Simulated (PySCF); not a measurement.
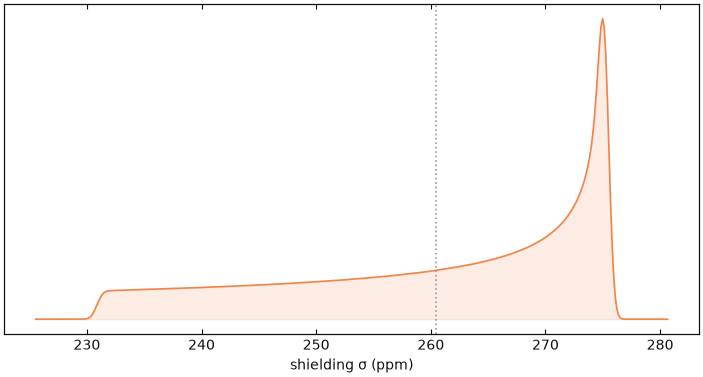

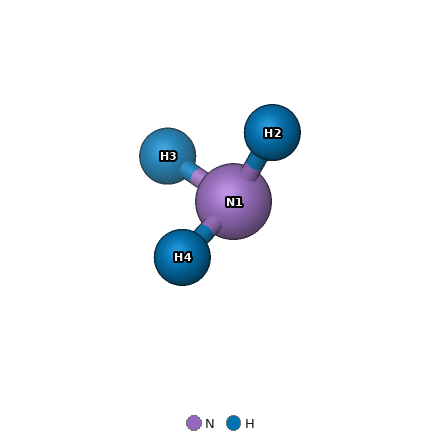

Static powder pattern (¹⁵N) from GIAO shielding tensors of NH₃, SMILES N, PBE0/IGLO-III, PySCF 2.14.0, at a PBE0-D3(BJ)/def2-SVP geometry (no frequency check); absolute shielding, one fixed geometry of the isolated molecule without any motion, no dipolar terms. The dotted line is the isotropic value; skew is 3(σiso − σ22)/span.

Question: The pattern belongs to N1. Give the principal values, span and skew.

Answer: N1: σ11, σ22, σ33 = 231, 275, 275 ppm, isotropic 260, span 44 ppm, skew −1.00.
